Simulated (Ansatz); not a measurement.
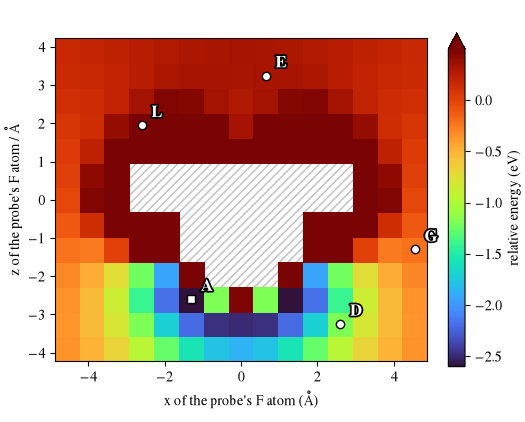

BiCl₂F (SMILES [F][Bi]([Cl])[Cl]) with the probe F-. The probe is moved over the plane through the molecule's long axis and the normal of its main plane. The first coordinate is: x of the probe's F atom; the second: z of the probe's F atom. Nothing is relaxed (molecule and probe rigid). The scan uses a 15 × 13 grid; 86 points were computed and 78 follow by symmetry. At 31 points there is no value (left out of the scan, as a rule where atoms come close). Points are written as (first, second). All energies are given in eV relative to molecule and probe far apart, each relaxed in its own basis (no counterpoise correction). Energies and slopes of some neighbouring points disagree (a jump in structure or state, or too coarse a mesh). All numbers below come from Ansatz, RHF/def2-SVPD.

Drawn: one coloured cell a grid point, one colour for all values above the top of the scale, hatched blanks where no value was computed, lettered points.

Rank the lettered points by energy, lowest first.

A (−2.60 eV), D (−1.19 eV), G (−0.22 eV), E (0.32 eV), L (1.22 eV).
